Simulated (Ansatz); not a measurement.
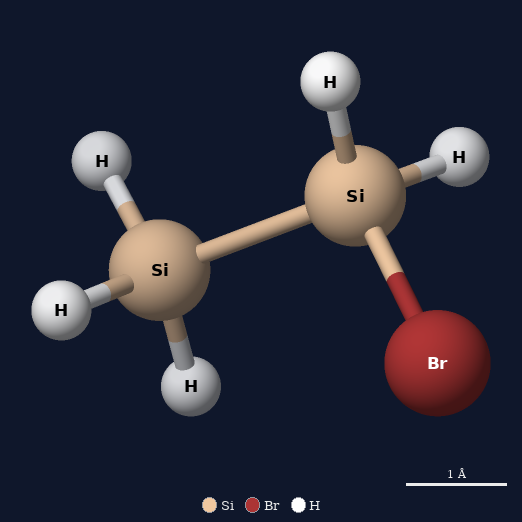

The picture shows a molecular structure as a ball-and-stick model. Every bond is drawn as one stick, whatever its order.

The geometry was computed by an optimisation with PBE0-D4/def2-TZVP.

Describe the molecule.

Formula BrH₅Si₂. This geometry has Cs symmetry. Coordination: 2 Si tetrahedral.

More results for the same structure follow; atom numbers are the same in all pictures, views and colours differ.

## Shape

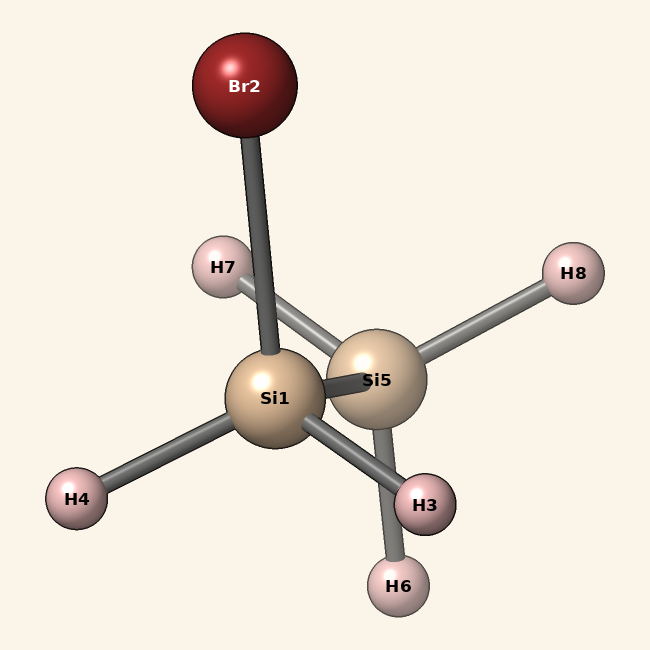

Si5 lies behind Si1. The molecule seen a little off the Si1–Si5 bond, Si1 in front. Distant atoms are faded towards the background colour.

What is the torsion angle Br2–Si1–Si5–H6? The sign is positive where the front bond must turn clockwise to cover the back bond.

Answer. 180°, antiperiplanar (anti). The bonds about Si1–Si5 are staggered.

## Vibrations

Harmonic vibrations computed with RKS PBE0-D4/def2-TZVP (Ansatz 0.2.0) at a stationary point of the same level.

How many vibrational modes are there, and where do they lie?

Answer. 18 modes: 99, 106, 350, 380, 460, 511, 573, 687, 780, 871, 930, 933, 942, 2215, 2227, 2233, 2234, 2244 cm⁻¹.

## Electronic properties

Level of theory: RKS PBE0-D4/def2-TZVPP (Ansatz 0.2.0).

What does the calculation give?

- HOMO energy (Kohn–Sham orbital): −8.00 eV
- LUMO energy (Kohn–Sham orbital): −0.76 eV
- HOMO–LUMO gap: 7.23 eV
- dispersion correction: −15.2 kJ/mol

## Thermal motion

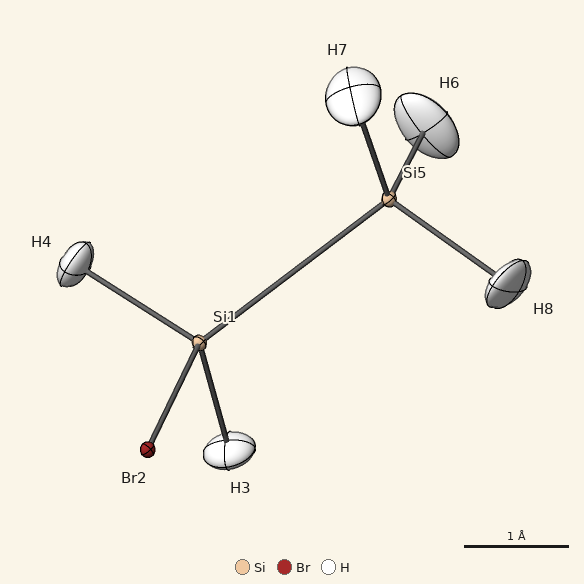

Displacement ellipsoids at the 50 % level, from the internal vibrations of the free molecule (harmonic, no overall translation or rotation; no half-axis is drawn under 0.075 Å). Vibrations computed with RKS PBE0-D4/def2-TZVP (Ansatz 0.2.0). Temperature: 0 K (zero-point motion alone).

Which atom moves most?

Answer. H6, with U_eq = 0.0347 Å².

Does H8 move more along its bond or across it?

Answer. Across it: the root-mean-square amplitude is 0.086 Å along the bond and up to 0.253 Å across, since bending and torsion are softer than stretching.

List U_eq and the three principal root-mean-square amplitudes for each kind of atom.

```json
{"atom": "Si1", "U_eq (Å²)": "0.0011", "rms amplitudes (Å)": "0.021, 0.031, 0.045"}
{"atom": "Br2", "U_eq (Å²)": "0.00024", "rms amplitudes (Å)": "0.005, 0.009, 0.024"}
{"atom": "H3, H4", "U_eq (Å²)": "0.0197", "rms amplitudes (Å)": "0.090, 0.152, 0.167"}
{"atom": "Si5", "U_eq (Å²)": "0.0011", "rms amplitudes (Å)": "0.012, 0.021, 0.053"}
{"atom": "H6", "U_eq (Å²)": "0.0347", "rms amplitudes (Å)": "0.098, 0.174, 0.253"}
{"atom": "H7, H8", "U_eq (Å²)": "0.0343", "rms amplitudes (Å)": "0.086, 0.177, 0.253"}
```
